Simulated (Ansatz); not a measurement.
System (SMILES): N (NH3).
Atoms: N1, H2, H3, H4. Bonds: N1-H2, N1-H3, N1-H4.

Basis-set convergence of the optimised N1-H2 bond length at HF with Ansatz (a first-principles code). Cartesian d functions, on some or all atoms, in 6-31G*, 6-31+G*, 6-31G**; all else is spherical. The program fits the integrals of some runs and decomposes those of others, by size. Core-valence sets carry the plain set on hydrogen. No added dispersion term, no relativity. Reference: the value in aug-cc-pVQZ, 0.9979 Å, itself unsure by roughly 0.0003 Å (its mean distance from def2-QZVPPD, pcseg-3, def2-QZVPP). Deviations are taken from unrounded values.

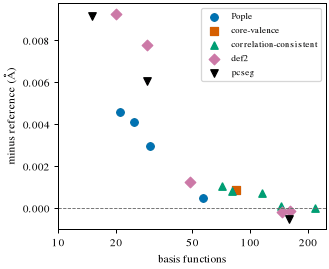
Figure. Deviation from the reference against the number of basis functions, by family of sets.

| basis | functions | optimised N1-H2 bond length (Å) | minus reference (Å) |
|---|---|---|---|
| pcseg-0 | 15 | 1.0071 | 0.0092 |
| def2-SV(P) | 20 | 1.0072 | 0.0093 |
| 6-31G* | 21 | 1.0025 | 0.0046 |
| 6-31+G* | 25 | 1.0020 | 0.0041 |
| def2-SVP | 29 | 1.0057 | 0.0078 |
| pcseg-1 | 29 | 1.0040 | 0.0060 |
| 6-31G** | 30 | 1.0009 | 0.0030 |
| def2-TZVP | 49 | 0.9992 | 0.0012 |
| 6-311++G(2d,2p) | 57 | 0.9984 | 0.0005 |
| cc-pVTZ | 72 | 0.9990 | 0.0011 |
| jun-cc-pV(T+d)Z | 81 | 0.9987 | 0.0008 |
| cc-pCVTZ | 85 | 0.9988 | 0.0009 |
| aug-cc-pVTZ | 115 | 0.9986 | 0.0007 |
| cc-pVQZ | 145 | 0.9980 | 0.0001 |
| def2-QZVPP | 147 | 0.9977 | -0.0002 |
| pcseg-3 | 159 | 0.9974 | -0.0005 |
| def2-QZVPPD | 162 | 0.9978 | -0.0001 |
| aug-cc-pVQZ | 218 | 0.9979 | 0.0000 |
